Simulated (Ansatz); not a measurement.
C₂H₅BSi: geometry relaxation (part 2 of 2)

Continued. System: C₂H₅BSi, SMILES BC=[Si]=C. Method: RKS PBE0-D4/def2-TZVP (Ansatz 0.2.0). 

Geometry of the input (Å):
```
B  -0.2629  1.8171  -1.0168
C  0.3544  0.4471  -1.0253
Si 0.1835  -0.7378  0.2932
C  -0.1130  -1.9178  1.5585
H  -0.1179  2.5326  -1.9378
H  -0.8900  2.1882  -0.0880
H  0.9213  0.1024  -1.8893
H  -0.5604  -1.6147  2.4942
H  0.4851  -2.8172  1.6114
```

### Trajectory as extended XYZ, continued
```
9
Properties=species:S:1:pos:R:3:forces:R:3 step=10 energy=-10700.36908 accepted=F
B    -0.1223    1.6644   -0.8508    0.1129  -0.1256   0.0117
C     0.2213    0.2557   -1.2657    0.0518   0.1480   0.0339
Si    0.0890   -0.7207    0.1331    0.0518  -0.0497   0.0485
C    -0.0542   -1.6268    1.5490    0.1479  -0.1599  -0.0317
H    -0.0746    2.5942   -1.6150   -0.0347  -0.1183   0.0950
H    -0.4312    1.8637    0.3030   -0.0266   0.0189  -0.1022
H     0.5603   -0.0896   -2.2382   -0.1225   0.0120   0.1134
H    -0.9942   -2.1177    1.7899    0.1284   0.1082   0.0159
H     0.8058   -1.8232    2.1948   -0.3090   0.1663  -0.1846
9
Properties=species:S:1:pos:R:3:forces:R:3 step=11 energy=-10700.38365
B    -0.1077    1.6580   -0.8389    0.0159  -0.1786   0.0115
C     0.2545    0.2597   -1.2619   -0.0430   0.0485   0.0070
Si    0.1128   -0.7311    0.1237   -0.0023   0.0554   0.0080
C    -0.0445   -1.6616    1.5171   -0.0028   0.0281  -0.0085
H    -0.1083    2.5802   -1.6036    0.0008  -0.0017   0.0035
H    -0.4128    1.8507    0.3120    0.0067   0.0372   0.0134
H     0.5320   -0.0846   -2.2501    0.0225   0.0020   0.0224
H    -1.0020   -2.0929    1.7858    0.0317   0.0051  -0.0080
H     0.7760   -1.7785    2.2159   -0.0296   0.0040  -0.0494
9
Properties=species:S:1:pos:R:3:forces:R:3 step=12 energy=-10700.38551
B    -0.1087    1.6386   -0.8298    0.0123  -0.0796   0.0008
C     0.2549    0.2523   -1.2780    0.0026  -0.0001  -0.0291
Si    0.1126   -0.7300    0.1108   -0.0145   0.0445   0.0185
C    -0.0502   -1.6396    1.5157   -0.0056   0.0001  -0.0100
H    -0.1104    2.5770   -1.5754   -0.0060  -0.0038   0.0193
H    -0.4117    1.8074    0.3263   -0.0018   0.0372   0.0095
H     0.5435   -0.0794   -2.2665    0.0039  -0.0004   0.0081
H    -1.0059   -2.0692    1.7908    0.0199   0.0004  -0.0045
H     0.7759   -1.7570    2.2061   -0.0109   0.0017  -0.0126
9
Properties=species:S:1:pos:R:3:forces:R:3 step=13 energy=-10700.38355 accepted=F
B    -0.1024    1.6323   -0.8259    0.0067  -0.0579  -0.0842
C     0.2578    0.2487   -1.2850   -0.0420  -0.0060   0.2151
Si    0.0938   -0.7071    0.1227    0.0814   0.1293  -0.2148
C    -0.0560   -1.6359    1.5115    0.0007  -0.0968   0.0793
H    -0.1307    2.5672   -1.5719    0.0214   0.0558  -0.0087
H    -0.3770    1.8189    0.3364   -0.0225  -0.0582   0.0002
H     0.5455   -0.0909   -2.2698   -0.0163   0.0070  -0.0198
H    -0.9973   -2.1013    1.7728   -0.0302   0.0235   0.0291
H     0.7662   -1.7320    2.2092    0.0009   0.0032   0.0037
9
Properties=species:S:1:pos:R:3:forces:R:3 step=14 energy=-10700.38680
B    -0.1071    1.6290   -0.8285    0.0024  -0.0154   0.0042
C     0.2572    0.2482   -1.2857    0.0058  -0.0122  -0.0109
Si    0.1055   -0.7130    0.1152   -0.0041   0.0277  -0.0089
C    -0.0517   -1.6370    1.5101    0.0094  -0.0161   0.0112
H    -0.1147    2.5758   -1.5623   -0.0025   0.0077   0.0041
H    -0.4064    1.7931    0.3310   -0.0025   0.0052   0.0057
H     0.5481   -0.0836   -2.2727    0.0005  -0.0026  -0.0045
H    -1.0048   -2.0663    1.7909   -0.0132   0.0000  -0.0012
H     0.7739   -1.7463    2.2019    0.0040   0.0057   0.0003
9
Properties=species:S:1:pos:R:3:forces:R:3 step=15 energy=-10700.38721
B    -0.1060    1.6148   -0.8237   -0.0017   0.0473  -0.0032
C     0.2581    0.2417   -1.2983    0.0211  -0.0279  -0.0065
Si    0.1007   -0.7030    0.1115   -0.0020   0.0313  -0.0184
C    -0.0521   -1.6341    1.5015    0.0157  -0.0108   0.0404
H    -0.1180    2.5755   -1.5398    0.0003  -0.0005   0.0056
H    -0.4014    1.7652    0.3407   -0.0053  -0.0216  -0.0066
H     0.5546   -0.0848   -2.2849   -0.0113   0.0005  -0.0132
H    -1.0062   -2.0524    1.7932   -0.0314  -0.0133  -0.0031
H     0.7702   -1.7229    2.1998    0.0144  -0.0050   0.0050
9
Properties=species:S:1:pos:R:3:forces:R:3 step=16 energy=-10700.38739
B    -0.1023    1.6021   -0.8219   -0.0237   0.0949  -0.0173
C     0.2620    0.2359   -1.3104    0.0169  -0.0235  -0.0073
Si    0.0958   -0.6834    0.1137   -0.0076  -0.0032  -0.0158
C    -0.0560   -1.6184    1.5016    0.0364  -0.0401   0.0225
H    -0.1189    2.5785   -1.5181    0.0040  -0.0215   0.0201
H    -0.4016    1.7319    0.3465    0.0074  -0.0264  -0.0092
H     0.5569   -0.0897   -2.2973   -0.0032   0.0011  -0.0107
H    -1.0066   -2.0460    1.7914   -0.0304   0.0092   0.0030
H     0.7708   -1.7108    2.1945    0.0001   0.0095   0.0146
9
Properties=species:S:1:pos:R:3:forces:R:3 step=17 energy=-10700.38778
B    -0.1020    1.5998   -0.8208   -0.0155   0.0707  -0.0129
C     0.2636    0.2351   -1.3132    0.0091  -0.0268  -0.0109
Si    0.0966   -0.6841    0.1113   -0.0075   0.0159  -0.0228
C    -0.0546   -1.6207    1.4983    0.0283  -0.0270   0.0356
H    -0.1203    2.5793   -1.5123    0.0025  -0.0211   0.0198
H    -0.3990    1.7221    0.3491    0.0038  -0.0153  -0.0073
H     0.5556   -0.0890   -2.3014    0.0014   0.0020  -0.0082
H    -1.0078   -2.0408    1.7911   -0.0228   0.0027  -0.0011
H     0.7680   -1.7016    2.1978    0.0007  -0.0011   0.0078
9
Properties=species:S:1:pos:R:3:forces:R:3 step=18 energy=-10700.38808
B    -0.1016    1.5921   -0.8191   -0.0046   0.0438  -0.0105
C     0.2662    0.2316   -1.3216    0.0039  -0.0213  -0.0081
Si    0.0955   -0.6781    0.1087   -0.0059   0.0297  -0.0263
C    -0.0536   -1.6186    1.4941    0.0178  -0.0180   0.0427
H    -0.1229    2.5814   -1.4965   -0.0001  -0.0266   0.0218
H    -0.3972    1.6967    0.3541    0.0010  -0.0035  -0.0075
H     0.5581   -0.0891   -2.3109    0.0009   0.0017  -0.0037
H    -1.0107   -2.0270    1.7925   -0.0062   0.0004  -0.0062
H     0.7662   -1.6892    2.1987   -0.0068  -0.0062  -0.0021
9
Properties=species:S:1:pos:R:3:forces:R:3 step=19 energy=-10700.38836
B    -0.1001    1.5802   -0.8171    0.0010   0.0261  -0.0176
C     0.2699    0.2262   -1.3341   -0.0060  -0.0112   0.0086
Si    0.0927   -0.6647    0.1073   -0.0035   0.0391  -0.0328
C    -0.0529   -1.6126    1.4892    0.0081  -0.0149   0.0418
H    -0.1263    2.5841   -1.4730   -0.0014  -0.0385   0.0286
H    -0.3952    1.6607    0.3606    0.0040   0.0021  -0.0113
H     0.5615   -0.0909   -2.3245    0.0023   0.0019   0.0011
H    -1.0137   -2.0098    1.7930    0.0091   0.0022  -0.0099
H     0.7640   -1.6733    2.1985   -0.0135  -0.0067  -0.0086
9
Properties=species:S:1:pos:R:3:forces:R:3 step=20 energy=-10700.38896
B    -0.0967    1.5569   -0.8135    0.0106   0.0215  -0.0574
C     0.2756    0.2153   -1.3580   -0.0266   0.0087   0.0729
Si    0.0860   -0.6360    0.1062    0.0026   0.0613  -0.0567
C    -0.0524   -1.5994    1.4806   -0.0007  -0.0169   0.0355
H    -0.1323    2.5882   -1.4280   -0.0021  -0.0785   0.0563
H    -0.3899    1.5939    0.3729    0.0119  -0.0016  -0.0285
H     0.5679   -0.0953   -2.3496    0.0014   0.0042   0.0056
H    -1.0177   -1.9810    1.7918    0.0240   0.0055  -0.0128
H     0.7593   -1.6426    2.1977   -0.0211  -0.0041  -0.0148
9
Properties=species:S:1:pos:R:3:forces:R:3 step=21 energy=-10700.39045
B    -0.0897    1.5213   -0.8101    0.0271   0.0519  -0.1577
C     0.2819    0.1985   -1.3937   -0.0703   0.0364   0.2293
Si    0.0750   -0.5876    0.1072    0.0111   0.1054  -0.1262
C    -0.0517   -1.5778    1.4675    0.0164  -0.0127   0.0091
H    -0.1411    2.5939   -1.3569    0.0018  -0.1782   0.1200
H    -0.3771    1.4906    0.3894    0.0218  -0.0047  -0.0594
H     0.5745   -0.1039   -2.3866    0.0026   0.0062   0.0013
H    -1.0207   -1.9444    1.7847    0.0060  -0.0027  -0.0072
H     0.7489   -1.5907    2.1984   -0.0165  -0.0016  -0.0092
9
Properties=species:S:1:pos:R:3:forces:R:3 step=22 energy=-10700.39304
B    -0.0836    1.5034   -0.8141    0.0364  -0.0151  -0.1325
C     0.2793    0.1888   -1.4132   -0.0665   0.0358   0.2383
Si    0.0687   -0.5551    0.1107    0.0062   0.1184  -0.1588
C    -0.0477   -1.5679    1.4585    0.0177  -0.0124   0.0308
H    -0.1439    2.5982   -1.3078    0.0101  -0.1516   0.0911
H    -0.3614    1.4263    0.3926    0.0001   0.0296  -0.0271
H     0.5717   -0.1114   -2.4064   -0.0024  -0.0007   0.0027
H    -1.0197   -1.9336    1.7718    0.0304  -0.0006  -0.0202
H     0.7366   -1.5489    2.2080   -0.0321  -0.0033  -0.0242
9
Properties=species:S:1:pos:R:3:forces:R:3 step=23 energy=-10700.39765
B    -0.0677    1.4886   -0.8189    0.0104  -0.0514  -0.0723
C     0.2573    0.1763   -1.4323   -0.0883   0.0238   0.2330
Si    0.0653   -0.5143    0.1198   -0.0541   0.0213  -0.1398
C    -0.0341   -1.5554    1.4519    0.1117   0.0000   0.1947
H    -0.1157    2.6002   -1.2570    0.0394  -0.0288   0.0168
H    -0.3453    1.3903    0.3967    0.0205  -0.0142  -0.0398
H     0.5348   -0.1328   -2.4271    0.0096   0.0212   0.0206
H    -0.9997   -1.9840    1.7164    0.1587   0.0448  -0.0540
H     0.7052   -1.4689    2.2503   -0.2078  -0.0167  -0.1592
9
Properties=species:S:1:pos:R:3:forces:R:3 step=24 energy=-10700.40793
B    -0.0614    1.4797   -0.8297    0.1983  -0.1214  -0.0764
C     0.1764    0.1602   -1.4538   -0.0025   0.1000  -0.0083
Si    0.0313   -0.4837    0.1233   -0.1021  -0.0187  -0.0884
C     0.0009   -1.5467    1.4473    0.1418   0.0665   0.8429
H    -0.0087    2.6171   -1.1995    0.0224  -0.1023   0.0388
H    -0.3200    1.3451    0.3933   -0.1139   0.0561   0.1245
H     0.4774   -0.1492   -2.4419   -0.0857  -0.0040   0.0080
H    -0.9301   -2.1142    1.6265    0.6245   0.2599  -0.1022
H     0.6343   -1.3082    2.3346   -0.6827  -0.2361  -0.7391
9
Properties=species:S:1:pos:R:3:forces:R:3 step=25 energy=-10700.45477
B     0.0012    1.4665   -0.8137   -0.1797  -0.3386  -0.1859
C     0.1260    0.1513   -1.4773   -0.0692   0.2618   0.0267
Si    0.0113   -0.4683    0.1129   -0.1557  -0.0403   0.0970
C     0.0309   -1.5132    1.4534   -0.1732  -0.0015   1.0569
H     0.1005    2.6036   -1.1518    0.1274   0.0312   0.0540
H    -0.3533    1.3361    0.4057    0.1958  -0.1177  -0.0333
H     0.3753   -0.1654   -2.4781    0.0249   0.0548   0.0727
H    -0.8102   -2.2426    1.5441    0.8887   0.5634  -0.0907
H     0.5184   -1.1680    2.4048   -0.6589  -0.4131  -0.9974
9
Properties=species:S:1:pos:R:3:forces:R:3 step=26 energy=-10700.54441
B    -0.0091    1.4453   -0.8194    0.2559  -0.0817  -0.5041
C     0.0604    0.1456   -1.5006   -0.0050   0.2892  -0.0456
Si   -0.0470   -0.4376    0.1069   -0.0348  -0.2994   0.2093
C     0.0289   -1.4537    1.4682   -0.5693  -0.4388   0.7167
H     0.1932    2.5927   -1.1036   -0.0542  -0.1834   0.1589
H    -0.2894    1.2813    0.4175   -0.0266   0.0535   0.2335
H     0.3330   -0.1657   -2.4961   -0.1204   0.0240   0.0362
H    -0.6621   -2.3465    1.4840    1.0085   0.9993  -0.0213
H     0.3922   -1.0614    2.4431   -0.4541  -0.3626  -0.7837
9
Properties=species:S:1:pos:R:3:forces:R:3 step=27 energy=-10700.65925
B     0.0393    1.4124   -0.8352    0.0387  -0.0314   0.0929
C     0.0543    0.1368   -1.5343    0.0300   0.2594  -0.1766
Si   -0.0688   -0.4349    0.0805    0.0378  -0.1923   0.3443
C    -0.0175   -1.3915    1.4749   -0.5359  -0.7851   0.2957
H     0.1845    2.5781   -1.0267    0.0174  -0.0552   0.0903
H    -0.1738    1.2033    0.4887    0.1004   0.0482  -0.4678
H     0.2576   -0.1652   -2.5493   -0.1549   0.0114   0.0847
H    -0.5078   -2.3975    1.4613    0.7230   0.9590   0.0443
H     0.2322   -0.9415    2.4401   -0.2565  -0.2140  -0.3078
9
Properties=species:S:1:pos:R:3:forces:R:3 step=28 energy=-10700.74759
B     0.0678    1.4119   -0.8411    0.0671   0.3279   0.1591
C     0.0365    0.1545   -1.5333   -0.0095  -0.4879  -0.0784
Si   -0.0558   -0.4449    0.0946   -0.0191   0.3138  -0.3272
C    -0.0252   -1.3961    1.4898   -0.2700  -0.2330   0.2815
H     0.2247    2.5757   -1.0240   -0.0262   0.0112   0.0514
H    -0.1057    1.2225    0.4599    0.0601  -0.1779   0.0671
H     0.1584   -0.1615   -2.5543   -0.0392  -0.0173   0.0087
H    -0.3364   -2.4475    1.4432    0.2777   0.4623   0.0290
H     0.0356   -0.9146    2.4652   -0.0410  -0.1991  -0.1913
9
Properties=species:S:1:pos:R:3:forces:R:3 step=29 energy=-10700.78535
B     0.0954    1.4110   -0.8476   -0.0039  -0.2794   0.0134
C     0.0639    0.1452   -1.5565   -0.0341   0.2158  -0.0949
Si   -0.0359   -0.4466    0.0645    0.0274  -0.0382   0.1976
C    -0.1375   -1.3618    1.4813    0.0514  -0.0324   0.0333
H     0.1717    2.5935   -0.9527    0.0026  -0.0704  -0.0263
H     0.0109    1.1510    0.4734    0.0221   0.1190  -0.0426
H     0.1014   -0.1767   -2.5820   -0.0045   0.0411  -0.0045
H    -0.2234   -2.4405    1.4765    0.0085   0.0225  -0.0852
H    -0.0466   -0.8750    2.4431   -0.0695   0.0221   0.0092
9
Properties=species:S:1:pos:R:3:forces:R:3 step=30 energy=-10700.79439
B     0.1038    1.4030   -0.8458   -0.0290   0.0152  -0.0055
C     0.0416    0.1452   -1.5527    0.0431  -0.0341   0.0885
Si   -0.0356   -0.4366    0.0805   -0.0089  -0.0086  -0.0760
C    -0.1125   -1.3653    1.4887   -0.0079   0.0347   0.0092
H     0.1939    2.5797   -0.9730   -0.0012   0.0082  -0.0026
H     0.0247    1.1718    0.4749    0.0182   0.0069  -0.0177
H     0.0781   -0.1707   -2.5794   -0.0163   0.0013  -0.0075
H    -0.1751   -2.4446    1.4505   -0.0007   0.0126  -0.0149
H    -0.1191   -0.8826    2.4563    0.0027  -0.0361   0.0265
9
Properties=species:S:1:pos:R:3:forces:R:3 step=31 energy=-10700.79575
B     0.1015    1.4063   -0.8481    0.0070  -0.0140   0.0096
C     0.0556    0.1416   -1.5456   -0.0054   0.0053  -0.0280
Si   -0.0288   -0.4340    0.0849    0.0059   0.0694   0.0639
C    -0.1202   -1.3600    1.4938   -0.0007  -0.0317  -0.0149
H     0.1751    2.5833   -0.9873   -0.0027  -0.0012  -0.0119
H     0.0432    1.1860    0.4721   -0.0002  -0.0405  -0.0125
H     0.0745   -0.1791   -2.5714   -0.0007   0.0055  -0.0097
H    -0.1846   -2.4389    1.4268    0.0040   0.0174   0.0166
H    -0.1163   -0.9051    2.4748   -0.0071  -0.0102  -0.0131
9
Properties=species:S:1:pos:R:3:forces:R:3 step=32 energy=-10700.79614
B     0.1037    1.4067   -0.8484    0.0026  -0.0100  -0.0175
C     0.0553    0.1422   -1.5454   -0.0007  -0.0042  -0.0090
Si   -0.0264   -0.4307    0.0873   -0.0020   0.0118   0.0223
C    -0.1197   -1.3606    1.4937   -0.0039  -0.0174  -0.0117
H     0.1739    2.5836   -0.9899   -0.0027  -0.0022   0.0066
H     0.0509    1.1820    0.4720    0.0008   0.0112   0.0074
H     0.0684   -0.1777   -2.5717    0.0021   0.0031  -0.0005
H    -0.1763   -2.4397    1.4280    0.0004   0.0126   0.0055
H    -0.1299   -0.9057    2.4744    0.0034  -0.0049  -0.0030
9
Properties=species:S:1:pos:R:3:forces:R:3 step=33 energy=-10700.79621
B     0.1038    1.4067   -0.8493    0.0008   0.0047  -0.0187
C     0.0551    0.1418   -1.5450    0.0004  -0.0104   0.0106
Si   -0.0277   -0.4285    0.0892    0.0035   0.0025  -0.0029
C    -0.1214   -1.3613    1.4936    0.0014  -0.0009  -0.0010
H     0.1736    2.5834   -0.9912    0.0000   0.0031   0.0050
H     0.0507    1.1849    0.4719   -0.0020  -0.0013   0.0081
H     0.0700   -0.1785   -2.5712   -0.0017   0.0008   0.0016
H    -0.1769   -2.4403    1.4270   -0.0015   0.0063   0.0000
H    -0.1271   -0.9082    2.4751   -0.0007  -0.0048  -0.0027
9
Properties=species:S:1:pos:R:3:forces:R:3 step=34 energy=-10700.79623
B     0.1038    1.4070   -0.8529    0.0004   0.0224   0.0269
C     0.0555    0.1407   -1.5440   -0.0002  -0.0144  -0.0204
Si   -0.0263   -0.4257    0.0913   -0.0002  -0.0013   0.0059
C    -0.1212   -1.3608    1.4940    0.0000  -0.0047  -0.0024
H     0.1729    2.5842   -0.9905    0.0001   0.0004  -0.0058
H     0.0506    1.1860    0.4714    0.0003   0.0036  -0.0022
H     0.0696   -0.1807   -2.5697   -0.0002  -0.0067  -0.0028
H    -0.1781   -2.4393    1.4234   -0.0002   0.0013   0.0019
H    -0.1269   -0.9115    2.4771    0.0000  -0.0005  -0.0011
9
Properties=species:S:1:pos:R:3:forces:R:3 step=35 energy=-10700.79626
B     0.1040    1.4075   -0.8517   -0.0013   0.0028  -0.0007
C     0.0559    0.1409   -1.5440   -0.0004   0.0023   0.0016
Si   -0.0259   -0.4258    0.0913   -0.0007  -0.0018   0.0012
C    -0.1205   -1.3613    1.4937   -0.0017   0.0009   0.0011
H     0.1724    2.5846   -0.9921    0.0007  -0.0015   0.0001
H     0.0507    1.1871    0.4718    0.0008  -0.0019  -0.0016
H     0.0695   -0.1813   -2.5695    0.0007  -0.0011  -0.0001
H    -0.1790   -2.4397    1.4236    0.0012   0.0003  -0.0011
H    -0.1269   -0.9120    2.4769    0.0006  -0.0001  -0.0006
```

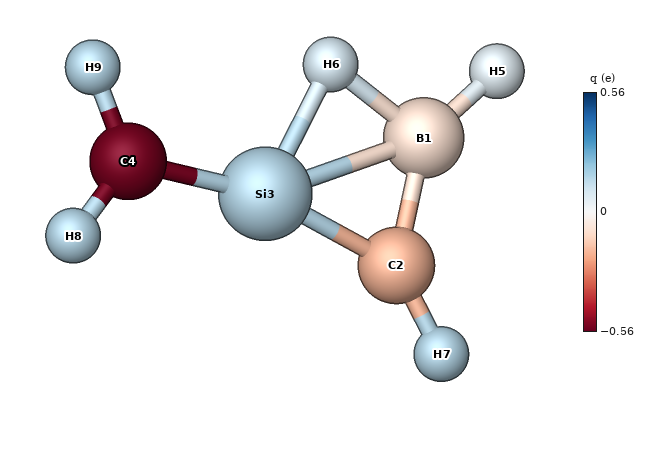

*Mulliken charges, as the colour of each atom (ball-and-stick view, seen at a tilt; atoms are numbered from 1 in the order of the input).*

By element: B −0.08, C −0.53 to −0.18, Si +0.16 and H +0.06 to +0.16 e.
